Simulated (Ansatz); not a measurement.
**NbSi2 (CrSi2 type, space group P6_222): energy against volume**

NbSi$_{2}$ (CrSi2 type, space group P6_222)

```cif
data_Nb3Si6
_chemical_formula_sum 'Nb3 Si6'
_space_group_name_H-M_alt 'P6222'
_space_group_IT_number 180
_space_group_name_Hall 'P 62 2 (0 0 4)'
_cell_length_a 4.81046
_cell_length_b 4.81046
_cell_length_c 6.61846
_cell_angle_alpha 90.000
_cell_angle_beta 90.000
_cell_angle_gamma 120.000
loop_
_atom_site_label
_atom_site_type_symbol
_atom_site_symmetry_multiplicity
_atom_site_Wyckoff_symbol
_atom_site_fract_x
_atom_site_fract_y
_atom_site_fract_z
_atom_site_occupancy
Nb1 Nb 3 c 0.50000 0.00000 0.00000 1
Si1 Si 6 i 0.15931 0.31861 0.00000 1
```

Equation-of-state scan: isotropic scaling of the cell above, V₀ being its volume. The atoms relax within the cell's symmetry.

Computed with PBE (plane waves to 420 eV, PAW, scalar-relativistic; Ansatz, a quantum-chemistry and plane-wave program). k mesh 11×11×7 (Γ-centred), Fermi-Dirac smearing 0.05 eV. Energies are smeared free energies. Compression counts positive. With the shape held, the modulus is that of even scaling; a crystal free to change shape is softer. NbSi2 is run without spin polarisation. NbSi2 was relaxed with its symmetry unable to fall. The zero of ΔE is the relaxed starting cell.

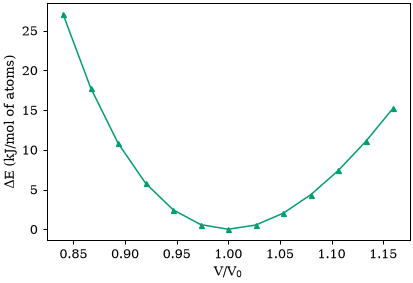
Fig. 1. ΔE (kJ/mol of atoms) against V/V₀; markers are the computed points, lines only join them.

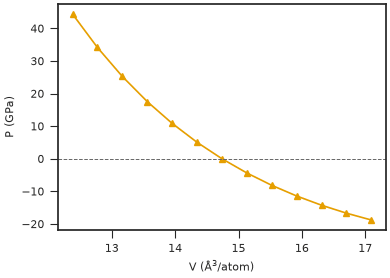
Figure. P (GPa) against V (Å³/atom); one marker a computed point.

The energy cost of the largest expansion comes out as 158 meV/atom and the equilibrium volume of the fit is 14.74 Å³/atom. The pressure at the smallest volume is 44.4 GPa and the pressure derivative B₀′ (fit) is 4.3. The bulk modulus at fixed cell shape B₀ (third-order Birch-Murnaghan fit) comes out as 175 GPa.

Check by three points about V = 14.737 Å³/atom, step 0.786: d²E/dV² ≈ (25 − 2·0 + 21) meV / 0.786² = 0.0745 eV/Å⁶, and V·d²E/dV² × 160.2 = 176 GPa.

(Under strain, the slope of the energy per volume gives the stress and its curvature an elastic modulus.)
